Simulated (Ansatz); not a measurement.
CH₅OSi (SMILES [CH2][SiH2]O) (doublet)

```yaml
atoms:
  - { symbol: C, position_ang: [-0.7620, -3.0489, -1.4054] }
  - { symbol: O, position_ang: [0.5301, -1.9515, 0.9979] }
  - { symbol: Si, position_ang: [0.2585, -1.7069, -0.6342] }
  - { symbol: H, position_ang: [-0.4582, -3.5830, -2.3044] }
  - { symbol: H, position_ang: [-1.7255, -3.3604, -1.0038] }
  - { symbol: H, position_ang: [1.5322, -1.6151, -1.4063] }
  - { symbol: H, position_ang: [-0.4428, -0.3990, -0.6800] }
  - { symbol: H, position_ang: [0.9735, -2.7793, 1.2307] }
```

Geometry: B3LYP/6-31G*.

The calculation used isolated molecule in a Gaussian basis; Kohn-Sham density functional theory, functional PBE0 in Ansatz.

What can the converged electron density, electron localisation function and spin density tell about the bonding?

C–Si (1.85 Å): the density is about 0.98 e/Å³ at the midpoint; the ELF peaks at about 0.95 between the atoms, as expected for a covalent bond.
C–H (1.09 Å): the density is about 2 e/Å³ at the midpoint; the ELF climbs to about 1 towards the hydrogen, as it does in any bond to H: an ordinary covalent bond to hydrogen.
Si–H (1.49 Å): ρ is about 0.81 e/Å³ halfway; the ELF climbs to about 1 towards the hydrogen.
The unpaired spin (1 electron) lies mostly on C1 (about 0.8) and Si3 (about 0.1), in electrons by Hirshfeld's partition.

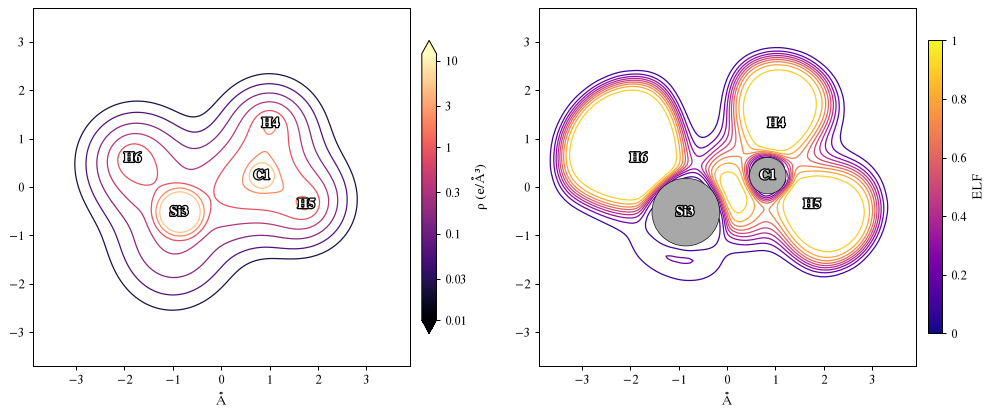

Computed electron density and electron localisation function on the plane of atoms Si3, C1 and H5, in this order. Grey discs cover the atomic cores in the ELF map. 
